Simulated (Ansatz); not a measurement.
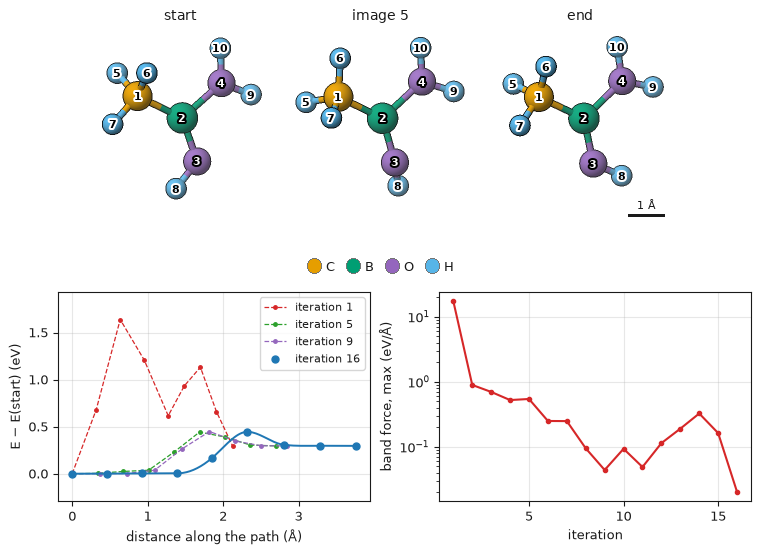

A nudged-elastic-band calculation for CH6BO2 (charge +1). Images are numbered from 0 (start) to 8 (end). The plot follows the band through its iterations. The picture is a ball-and-stick view, seen from a free direction.

Level of theory: RKS PBE-D4/def2-SVP in Ansatz 0.2.0. Settings: 7 movable images; climbing image; force threshold 0.05 eV/Å; iteration limit 60; spring constant 20.0 eV/Å²; starting path through a guess of the saddle point.

How did the profile develop, and is the result final?

The run is converged, with reservations. The band converged in 16 iterations. The largest component of the band force went from 17 to 0.02 eV/Å. The climbing image converged on the top of the path. Its curvatures weren't checked. The first iteration put the highest image at 1.64 eV. The energy climbs by 0.44 eV to image 5 and then falls by 0.15 eV, so the end point sits at +0.30 eV.
